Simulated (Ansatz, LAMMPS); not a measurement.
# Amorphous 79SiO2-21B2O3 (mol %) (96 atoms): geometry optimisation

Wanted: the relaxed structure of amorphous 79SiO2-21B2O3 (mol %) (96 atoms) and its electronic structure.

Method: Kohn-Sham DFT, PBE, PAW (set soft_2), plane waves, in Ansatz 0.2.0.

## (1) The structure

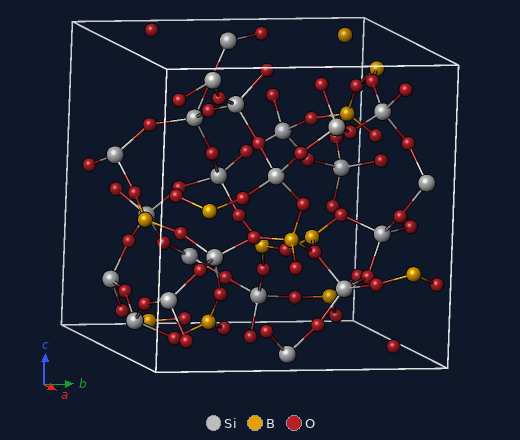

Start, viewed slightly off an axis; silicon light grey, boron orange, oxygen red. Bonds to atoms that aren't drawn are left out. Some periodic images of atoms are drawn too.

The cell holds 96 atoms: 22 Si, 12 B and 62 O. Cell: a = 11.125 Å, b = 11.125 Å, c = 11.125 Å, α = 90.0°, β = 90.0°, γ = 90.0°. 96 atoms (22 Si, 12 B, 62 O) placed at random at 2.1 g/cm³, melted at 4000 K for 10 ps at fixed volume with the Buckingham and Coulomb pair potential of Guillot and Sator (Geochim. Cosmochim. Acta 71, 1249 (2007)) with the boron terms of Wang et al. (J. Non-Cryst. Solids 498, 294 (2018)). Quenched from 4000 K to 300 K at 100 K/ps and fixed volume, held 5 ps, then minimised at fixed cell.

Before any run, some limits are plain. The quench rate of 100 K/ps far exceeds what a furnace or splat quench reaches, so expect more defects and frozen-in strain than in a real sample. The network of bonds at the start is that of the classical potential that made the cell. Only the Γ point is sampled in the main run, in a cell whose shortest periodic width is 11 Å.

## (2) The classical run that made the cell

A classical potential makes the cell, at a small fraction of what the same run would cost in DFT.

This step: classical MD, Buckingham and Coulomb pair potential of Guillot and Sator (Geochim. Cosmochim. Acta 71, 1249 (2007)) with the boron terms of Wang et al. (J. Non-Cryst. Solids 498, 294 (2018)) (LAMMPS 22 Jul 2025 - Update 4).

File in.lmp:

```
# melt-quench of Si22B12O62
units metal
atom_style charge
boundary p p p
region box block 0 11.1246 0 11.1246 0 11.1246
create_box 3 box
mass 1 28.0850   # Si
mass 2 10.8100   # B
mass 3 15.9990   # O
create_atoms 1 random 22 37530 NULL overlap 1.5 maxtry 2000
create_atoms 2 random 12 37537 NULL overlap 1.5 maxtry 2000
create_atoms 3 random 62 37544 NULL overlap 1.5 maxtry 2000
pair_style buck/coul/long 9.0
pair_coeff * * 0.0 1.0 0.0
pair_coeff 1 3 50306.10 0.161 46.2978   # Si-O
pair_coeff 2 3 206941.81 0.124 35.0018   # B-O
pair_coeff 3 3 9022.79 0.265 85.0921   # O-O
pair_coeff 2 2 484.40 0.35 0.0   # B-B
pair_coeff 1 2 337.70 0.29 0.0   # Si-B
set type 1 charge 1.89
set type 2 charge 1.4175
set type 3 charge -0.945
kspace_style pppm 1.0e-4
neigh_modify delay 0 every 1 check yes
thermo_style custom step time temp pe press density
thermo_modify norm yes
timestep 0.001
thermo 100
min_style cg
minimize 1e-4 1e-4 200 2000
reset_timestep 0
velocity all create 4000 37531 mom yes dist gaussian
fix lim all nve/limit 0.05
fix lan all langevin 4000 4000 0.1 37532 zero yes
# [... 12 lines left out ...]
thermo 2500
fix md all nvt temp 300 300 0.1
run 5000 post no
unfix md
thermo 100
min_style cg
minimize 0 1e-3 2000 20000
write_dump all custom glass.dump id type xs ys zs modify sort id
```

Launch:

```sh
> lmp -in in.lmp -log none -nocite
```

Numbers of over 12 decimals in the logs are rounded to 6 here.

Output:

```text
LAMMPS (22 Jul 2025 - Update 4)
Created orthogonal box = (0 0 0) to (11.1246 11.1246 11.1246)
Created 22 atoms
Created 12 atoms
Created 62 atoms
PPPM initialization ...
  G vector (1/distance) = 0.33293271
  grid = 10 10 10
  estimated relative force accuracy = 5.1685177e-05
   Step          Time           Temp          PotEng         Press         Density
         0   0              0              0.073808874    989155.45      2.0981052
       100   0.1            0             -11.748213     -8549.5482      2.0981052
       126   0.126          0             -11.796831     -9843.146       2.0981052
Loop time of 0.0961974 s on 1 MPI rank(s) for 126 steps with 96 atoms
Minimization stats:
  Stopping criterion = energy tolerance
  Energy initial, next-to-last, final =
    0.0738088735297335  -11.7957162655198  -11.7968314216978
  Force two-norm initial, final = 413.94493 3.7596185
  Iterations, force evaluations = 126 211
[... 12 lines left out ...]
[... 2 lines left out ...]
Loop time of 3.4804 s on 1 MPI rank(s) for 10000 steps with 96 atoms
   Step          Time           Temp          PotEng         Press         Density
[... 12 lines left out ...]
Loop time of 12.3276 s on 1 MPI rank(s) for 37000 steps with 96 atoms
   Step          Time           Temp          PotEng         Press         Density
[... 2 lines left out ...]
     52500   52.5           282.3636      -12.019635     -25877.579      2.0981052
     53000   53             311.71309     -12.011447     -33909.108      2.0981052
Loop time of 1.57736 s on 1 MPI rank(s) for 5000 steps with 96 atoms
   Step          Time           Temp          PotEng         Press         Density
     53000   53             311.71309     -12.011447     -33909.108      2.0981052
     53060   53.06          311.71309     -12.051196     -25941.627      2.0981052
Loop time of 0.062729 s on 1 MPI rank(s) for 60 steps with 96 atoms
Minimization stats:
  Stopping criterion = linesearch alpha is zero
  Energy initial, next-to-last, final =
     -12.0114471888175    -12.05119565486    -12.05119565486
  Force two-norm initial, final = 16.766133 0.11937386
  Iterations, force evaluations = 60 147
```

The job ended after 18 s (1 thread of Arm Neoverse V2, shared host; peak memory 0.072 GiB).

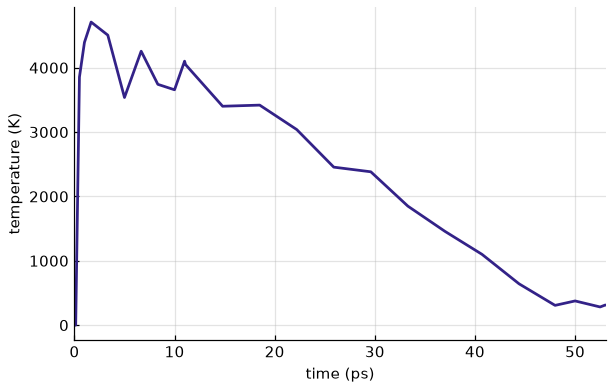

Temperature, plotted against time.

## (3) Single point at the start

The forces at the start show how far the geometry lies from a minimum of this functional.

File input.yaml:

```yaml
crystal:
  lattice:
    - [11.1246, 0.0, 0.0]
    - [0.0, 11.1246, 0.0]
    - [0.0, 0.0, 11.1246]
  atoms:
    - { symbol: Si, position: [0.72134, 0.33278, 0.83572] }
    - { symbol: Si, position: [0.35908, 0.04476, 0.61652] }
    - { symbol: Si, position: [0.12627, 0.89838, 0.52583] }
    - { symbol: Si, position: [0.56574, 0.06461, 0.10122] }
    - { symbol: Si, position: [0.80902, 0.69867, 0.23671] }
    - { symbol: Si, position: [0.30931, 0.4186, 0.5344] }
    - { symbol: Si, position: [0.443, 0.28494, 0.74794] }
    - { symbol: Si, position: [0.14745, 0.22966, 0.38371] }
    - { symbol: Si, position: [0.81396, 0.8067, 0.82011] }
    - { symbol: Si, position: [0.8799, 0.4278, 0.623] }
    - { symbol: Si, position: [0.94276, 0.17832, 0.95226] }
    - { symbol: Si, position: [0.23027, 0.59608, 0.12496] }
    - { symbol: Si, position: [0.84069, 0.50105, 0.02802] }
    - { symbol: Si, position: [0.35668, 0.41899, 0.98732] }
    - { symbol: Si, position: [0.69602, 0.28762, 0.3279] }
    - { symbol: Si, position: [0.86253, 0.95056, 0.59011] }
    - { symbol: Si, position: [0.01031, 0.42821, 0.22216] }
    - { symbol: Si, position: [0.21719, 0.66413, 0.66458] }
    - { symbol: Si, position: [0.98197, 0.59553, 0.79882] }
    - { symbol: Si, position: [0.83201, 0.09064, 0.20956] }
    - { symbol: Si, position: [0.67945, 0.86427, 0.39494] }
    - { symbol: Si, position: [0.29219, 0.06751, 0.19598] }
    - { symbol: B, position: [0.82297, 0.50751, 0.40205] }
    - { symbol: B, position: [0.97432, 0.88029, 0.30783] }
    - { symbol: B, position: [0.00509, 0.93525, 0.94404] }
    - { symbol: B, position: [0.57022, 0.31591, 0.09518] }
    - { symbol: B, position: [0.93583, 0.18523, 0.5192] }
    - { symbol: B, position: [0.17911, 0.24055, 0.0378] }
    - { symbol: B, position: [0.41201, 0.81818, 0.75064] }
    - { symbol: B, position: [0.58019, 0.8588, 0.92495] }
    - { symbol: B, position: [0.1753, 0.85868, 0.10988] }
    - { symbol: B, position: [0.62899, 0.64131, 0.37956] }
    - { symbol: B, position: [0.54408, 0.09452, 0.43087] }
    - { symbol: B, position: [0.41401, 0.54276, 0.31858] }
    - { symbol: O, position: [0.37213, 0.35697, 0.85573] }
    - { symbol: O, position: [0.00427, 0.91731, 0.60725] }
    - { symbol: O, position: [0.71144, 0.81025, 0.25924] }
    - { symbol: O, position: [0.92716, 0.49126, 0.32612] }
    - { symbol: O, position: [0.74976, 0.61285, 0.34918] }
    - { symbol: O, position: [0.74194, 0.40487, 0.3991] }
    - { symbol: O, position: [0.86616, 0.68161, 0.7628] }
    - { symbol: O, position: [0.92396, 0.84714, 0.90885] }
    - { symbol: O, position: [0.93496, 0.76694, 0.26882] }
    - { symbol: O, position: [0.43956, 0.06888, 0.17969] }
    - { symbol: O, position: [0.24332, 0.93014, 0.18683] }
    - { symbol: O, position: [0.56683, 0.95448, 0.00483] }
    - { symbol: O, position: [0.25398, 0.3387, 0.056] }
    - { symbol: O, position: [0.33953, 0.71994, 0.7245] }
    - { symbol: O, position: [0.38211, 0.15173, 0.71841] }
    - { symbol: O, position: [0.9839, 0.4755, 0.71432] }
    - { symbol: O, position: [0.79486, 0.90444, 0.71128] }
    - { symbol: O, position: [0.59483, 0.20252, 0.39266] }
    - { symbol: O, position: [0.64108, 0.33011, 0.19745] }
    - { symbol: O, position: [0.08145, 0.31306, 0.27949] }
    - { symbol: O, position: [0.22649, 0.00152, 0.56368] }
    - { symbol: O, position: [0.90994, 0.40423, 0.11567] }
    - { symbol: O, position: [0.37361, 0.47196, 0.41338] }
    - { symbol: O, position: [0.09053, 0.9105, 0.03251] }
    - { symbol: O, position: [0.83117, 0.23794, 0.8751] }
    - { symbol: O, position: [0.735, 0.43066, 0.94991] }
    - { symbol: O, position: [0.57167, 0.20134, 0.04275] }
    - { symbol: O, position: [0.80438, 0.61431, 0.11748] }
    - { symbol: O, position: [0.24175, 0.14118, 0.31283] }
    - { symbol: O, position: [0.10912, 0.66066, 0.76583] }
    - { symbol: O, position: [0.03801, 0.15825, 0.45172] }
    - { symbol: O, position: [0.29737, 0.55174, 0.00043] }
    - { symbol: O, position: [0.06879, 0.25017, 0.97984] }
    - { symbol: O, position: [0.41068, 0.36052, 0.62476] }
    - { symbol: O, position: [0.88923, 0.13749, 0.08371] }
    - { symbol: O, position: [0.48382, 0.39868, 0.05915] }
    - { symbol: O, position: [0.85962, 0.09407, 0.55909] }
    - { symbol: O, position: [0.44272, 0.08911, 0.50369] }
    - { symbol: O, position: [0.69208, 0.80722, 0.90147] }
    - { symbol: O, position: [0.85485, 0.53282, 0.52479] }
    - { symbol: O, position: [0.98897, 0.04968, 0.89568] }
    - { symbol: O, position: [0.48313, 0.82303, 0.85381] }
    - { symbol: O, position: [0.58542, 0.28542, 0.79532] }
    - { symbol: O, position: [0.61169, 0.74428, 0.44873] }
    [... 12 atom lines left out ...]
    - { symbol: O, position: [0.91915, 0.30304, 0.5573] }
    - { symbol: O, position: [0.06862, 0.89335, 0.3893] }
    - { symbol: O, position: [0.81413, 0.20084, 0.30534] }
    - { symbol: O, position: [0.6916, 0.05554, 0.17756] }
    - { symbol: O, position: [0.76811, 0.4006, 0.7139] }
    - { symbol: O, position: [0.11051, 0.52073, 0.167] }
kpoints:
  mp_grid: { grid: [1, 1, 1] }
hamiltonian:
  xc: pbe
scf:
  occupations: { method: fermi_dirac, width: 0.025 }
output:
  forces: true
```

Launch:

```sh
> ansatz run input.yaml --threads 4 --pin off --max-ram 8192MiB --backend cpu --events-out ev --progress --plain --runs-dir out
```

Output:

```text
Engine: ansatz 0.2.0, aarch64-unknown-linux-gnu
Pseudopotentials: kind: paw
Pseudopotential: Si, paw, valence charge 4, recommended cutoff 420 eV (normal), Si.paw.azcp
Pseudopotential: B, paw, valence charge 3, recommended cutoff 420 eV (normal), B.paw.azcp
Pseudopotential: O, paw, valence charge 6, recommended cutoff 420 eV (normal), O.paw.azcp
[... 5 lines on functional and potentials left out ...]
Crystal: 96 atoms, lattice volume = 1376.744 Å³
Basis set: ecut = 420 eV, 26961 PW (Γ), exchange–correlation on 150×150×150 points (8 copies of the dense FFT grid, shifted against one another)
Bands: 344, of which v1, the nominal top of the filled ones, is band 248 counted from 1 (247 counted from 0)
Symmetry: 1 space group operations
Space group: P1 (ITA 1), of the structure as read, at distance tolerance 1.1e-4 Å
k-points: 1
[... 7 lines on functional and potentials left out ...]
Initial density: superposition of atomic densities (neutral atoms: chi_scale 0, normalization atom), corrected by the library's trained network
Initial wavefunctions: pseudopotential atomic-orbital guess
Functional: x = pbe(κ = 0.804, μ = 0.219515), c = pbe(β = 0.066725)
SCF iter   1: F=—  HF=-51129.954087 eV  |F-HF|=—  |Δ(HF+E_count)|=         —  Δρ=2.55e-3  dr2=1.08e-1  ethr=1.77e-3  ⟨swp⟩=7.0  Hψ=1717  notcnv=0  defer=57
preconditioner: auto → Resta (q_TF=auto, 2.301 Å⁻¹)  ε∞=2.9  [insulator: Δε(μ)=4.283 eV  Ē_g=16.126 eV  σ=0.025 eV  W_gap=1.00  n_scr=256 (ndim 8)  ℏωp=22.3 eV  f_vac=0.243  D(μ)=0.00/eV (n_scr^D=0)  ε∞_Penn≈2.9]
SCF iter   2: F=—  HF=-51129.938052 eV  |F-HF|=—  |Δ(HF+E_count)|=   1.60e-2  Δρ=1.18e-3  dr2=2.19e-2  ethr=2.17e-5  ⟨swp⟩=3.0  Hψ=573  notcnv=0  defer=88
SCF iter   3: F=—  HF=-51129.938743 eV  |F-HF|=—  |Δ(HF+E_count)|=   6.91e-4  Δρ=4.89e-4  dr2=4.85e-3  ethr=4.41e-6  ⟨swp⟩=2.0  Hψ=450  notcnv=0  defer=31
automatic band count: iteration 3 solves 287 bands in place of 344: the levels show a gap, and the empty bands left out lie too high to hold charge; the band table lists the bands solved (type scf.n_extra_bands for more)
SCF iter   4: F=—  HF=-51129.938050 eV  |F-HF|=—  |Δ(HF+E_count)|=   6.93e-4  Δρ=1.56e-4  dr2=4.80e-4  ethr=9.78e-7  ⟨swp⟩=2.0  Hψ=445  notcnv=0  defer=31
SCF iter   5: F=—  HF=-51129.937962 eV  |F-HF|=—  |Δ(HF+E_count)|=   8.82e-5  Δρ=9.22e-5  dr2=9.55e-5  ethr=9.68e-8  ⟨swp⟩=2.0  Hψ=442  notcnv=0  defer=31
SCF iter   6: F=—  HF=-51129.935688 eV  |F-HF|=—  |Δ(HF+E_count)|=   2.27e-3  Δρ=2.76e-5  dr2=1.02e-5  ethr=1.93e-8  ⟨swp⟩=2.0  Hψ=535  notcnv=0  defer=31
SCF iter   7: F=—  HF=-51129.935688 eV  |F-HF|=—  |Δ(HF+E_count)|=   4.93e-7  Δρ=7.86e-6  dr2=1.01e-6  ethr=2.05e-9  ⟨swp⟩=2.0  Hψ=501  notcnv=0  defer=31
SCF iter   8: F=—  HF=-51129.935688 eV  |F-HF|=—  |Δ(HF+E_count)|=   1.31e-7  Δρ=5.12e-6  dr2=3.01e-7  ethr=2.04e-10  ⟨swp⟩=2.0  Hψ=504  notcnv=0  defer=31
SCF iter   9: F=-51129.935688 eV  HF=-51129.935688 eV  |F-HF|=4.69e-9  |Δ(HF+E_count)|=   7.64e-8  Δρ=1.11e-6  dr2=1.82e-8  ethr=2.02e-11  ⟨swp⟩=4.0  Hψ=973  notcnv=0
SCF 1 converged in 9 iterations: F = -51129.935688 eV  dr2 = 1.82e-8
  greatest PAW one-centre occupation: 0.864 electrons in one spin orbital (limit 2), on the O atom at site 77 (counted from 0), in its partial waves of l = 0
SCF converged after 9 iterations
Free energy (F): -51129.935688 eV
Harris-Foulkes:  -51129.935688 eV  (|F-HF|=4.69e-9)
Internal energy: -51129.935688 eV  (E = F + TS)
E sigma→0 (E₀):  -51129.935688 eV
Fermi energy:    3.641720 eV
--- Per-component energies (eV) ---
  E_band       = -3038.174638
  E_kinetic    = 12531.355275
  E_local      = -40045.407994  (includes V_loc(G=0)·N_el)
  E_nonlocal   = 3628.253190
  E_hartree    = 15264.235281
  E_xc         = -6163.001582
  E_vxc        = -7310.287977  (∫ρ·V_xc dr)
  E_paw        = -22084.328632  (= ΣΔE_a)
  E_vpaw       = -2370.721711  (= ΣTr[D̂ρ^β])
  E_aug_tail   = 0.158998  (compensation charges beyond the density's cutoff)
  E_ewald      = -14261.200225
  E_smearing   = -0.000000  (= −TS)
  E_closure    = -0.000000  (closes the sum)
  Σ components = -51129.935688   (vs F -51129.935688, Δ=0.00e0)
--- Forces (eV/Å), atoms counted from 1 ---
  atom   1  Si     1.33125973     0.66485459    -0.74516144
  atom   2  Si     1.01997729    -1.12053705     0.07411875
  atom   3  Si    -0.98072869    -0.75053589     0.70756784
  atom   4  Si     0.81340065     0.67696474     0.01162262
  atom   5  Si     0.35342355     1.13891090    -0.08570878
  atom   6  Si     0.27501079     0.34487983    -0.60777096
  atom   7  Si    -0.49182770     0.58267966     0.05063200
  atom   8  Si    -0.57154563     1.08141096    -0.34904552
  atom   9  Si     0.84067676     0.66109518    -0.09021692
  atom  10  Si    -0.17723687    -0.31476014    -0.10039421
  atom  11  Si    -0.04292522    -1.31358191     1.33459382
  atom  12  Si    -0.08252270    -0.28455932     1.14624442
  atom  13  Si     1.27703894    -0.61443194    -0.36844791
  atom  14  Si    -0.25588092    -2.08089612     0.42335670
[...]
atom  95  O     -0.90588976    -0.25076216     0.26787893
  atom  96  O      0.30265483     0.44111664    -0.20388926
  max |Σ_I F_I| component: 5.53e-5 eV/Å
```

Wall time 9.2 s (4 threads of Arm Neoverse V2, shared host); peak memory 1.6 GiB; 35 s of CPU time.

The run gave:

| Quantity | Value |
| --- | --- |
| free energy | -51129.9357 eV |
| free energy per atom | -532.6035 eV/atom |
| SCF cycles | 9 |
| r.m.s. force component | 0.5819 eV/Å |
| longest force | 2.989 eV/Å |
| Fermi energy | 3.642 eV |

The r.m.s. force component of 0.58 eV/Å sets the starting point.

Neighbours are counted within 2.08 Å (O-Si), 1.83 Å (O-B).

Length of the force by element and coordination:

```tsv
element	coordination	atoms	mean length of the force (eV/Å)	spread	least	most
B	all	12	1.35	0.735	0.692	2.99
B	3	11	1.23	0.647	0.692	2.99
B	4	1	2.65	0	2.65	2.65
O	all	62	0.665	0.286	0.214	1.37
O	2	61	0.667	0.288	0.214	1.37
O	3	1	0.545	0	0.545	0.545
Si	all	22	1.22	0.44	0.375	2.14
```

(Part 1 of 4 ends here.)

[Logs are printed without paths, hosts, clocks, repeated set-up lines and the standing remarks that a program may print on its own settings, such as how far it seeks lower states.]

[Hosts, paths, dates, database ids (printed as entryN), source tags and the programs' standing remarks are cut or masked in the printed files.]
